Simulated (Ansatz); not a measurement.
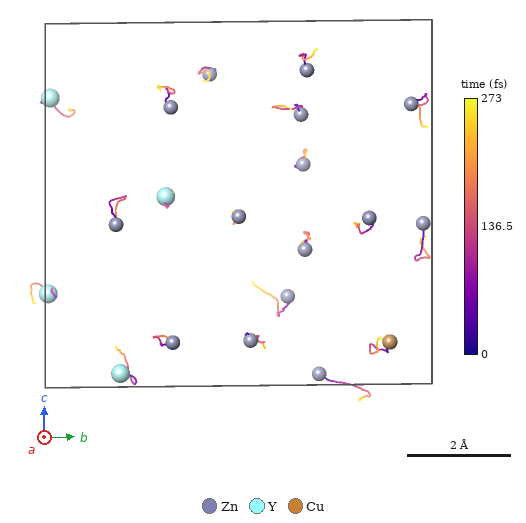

First-principles dynamics of an amorphous cell of composition Y$_{4}$Zn$_{15}$Cu (20 atoms in the cell), 273 fs long. Lines trace each atom's path, coloured by time; spheres stand at the starting positions. Seen along the a axis in the simulation cell.

These are results of DFT PBE, scalar-relativistic, plane waves, PAW in Ansatz, not measurements. Set-up: plane-wave cutoff 420 eV; k-point mesh 1 × 1 × 1; Fermi-Dirac smearing 0.118 eV; set temperature 1370 K; time step 3 fs.

Input file:
```yaml
crystal:
  lattice:
    - [7.08189, 0.055227, -0.043226]
    - [0.055227, 7.537512, 0.038165]
    - [-0.043226, 0.038165, 7.093807]
  atoms:
    - { symbol: Zn, position: [0.6916096464, 0.5309809582, 0.1238987837] }
    - { symbol: Zn, position: [0.9323969257, 0.6766798345, 0.8653203713] }
    - { symbol: Zn, position: [0.8276264681, 0.5005792114, 0.4647100041] }
    - { symbol: Zn, position: [0.1939629069, 0.6670508755, 0.6065918298] }
    - { symbol: Zn, position: [0.8198153778, 0.3245515673, 0.7668623974] }
    - { symbol: Zn, position: [0.1535142433, 0.4249953132, 0.8566890844] }
    - { symbol: Zn, position: [0.1265524833, 0.6269035171, 0.2444466239] }
    - { symbol: Zn, position: [0.9695184075, 0.3299932059, 0.1205240416] }
    - { symbol: Zn, position: [0.5853494876, 0.9772169296, 0.4410271266] }
    - { symbol: Zn, position: [0.5522959349, 0.6613454911, 0.7434254066] }
    - { symbol: Zn, position: [0.9185881122, 0.8379749571, 0.45714122] }
    - { symbol: Zn, position: [0.3694333155, 0.708386895, 0.0302843348] }
    - { symbol: Zn, position: [0.7375756584, 0.9465670871, 0.7692999219] }
    - { symbol: Zn, position: [0.4948696133, 0.6716161171, 0.3721701018] }
    - { symbol: Zn, position: [0.901566796, 0.1830375431, 0.4460866039] }
    - { symbol: "Y", position: [0.1668514614, 0.0078018269, 0.2579813613] }
    - { symbol: "Y", position: [0.5203211947, 0.1947605235, 0.037074345] }
    - { symbol: "Y", position: [0.140314065, 0.012864237, 0.7959353409] }
    - { symbol: "Y", position: [0.4161773306, 0.3116360439, 0.5217954428] }
    - { symbol: Cu, position: [0.8164304683, 0.8911327688, 0.115928566] }
  symmetry: { detect: false }
basis:
  ecutwfc: 420
  xc_grid: 1
kpoints:
  mp_grid: { grid: [1, 1, 1], shift: [0.25, 0.25, 0.25] }
hamiltonian:
  xc: pbe
scf:
  occupations: { method: fermi_dirac, width: 0.1181 }
  lower_state_search: "off"
  convergence: { dr2_threshold: 1.0e-05 }
output:
  forces: true
  stress: true
md:
  timestep: 3.0
  n_steps: 91
  ensemble: nvt_langevin
  friction: 0.03
  temperature: 1370.0
  initial_velocities: maxwell_boltzmann
  seed: 70764
```

Command:
```bash
ansatz run input.yaml --threads 2 --pin off --max-ram 5120MiB --backend cpu --events-out ev --progress --plain --runs-dir out
```

Describe the motion.

In the second half of the run the atoms are, in the root-mean-square, this far from where they began (common drift taken out): Zn 0.53 Å, Y 0.36 Å, Cu 0.36 Å. Against the typical shortest distance between atoms in the first frame, about 2.5 Å these are large excursions, but over 273 fs one can't yet tell strong vibration from the start of diffusion. The mean temperature in the second half is 1202 K (standard deviation 180 K). The potential energy is still drifting at the end, so the run hasn't reached equilibrium. The potential energy in the second half lies on average 38.4 meV per atom above the first frame. The mean pressure there is 4.4 GPa.

Limits of the set-up: the k-point mesh is coarse for a cell with partly filled bands; the periodic images lie only 7.1 Å apart, so the values are limited by the cell's size.

Cost: 7 min on 2 threads of Arm Neoverse V1, with other jobs on the host, peak memory 0.65 GiB.
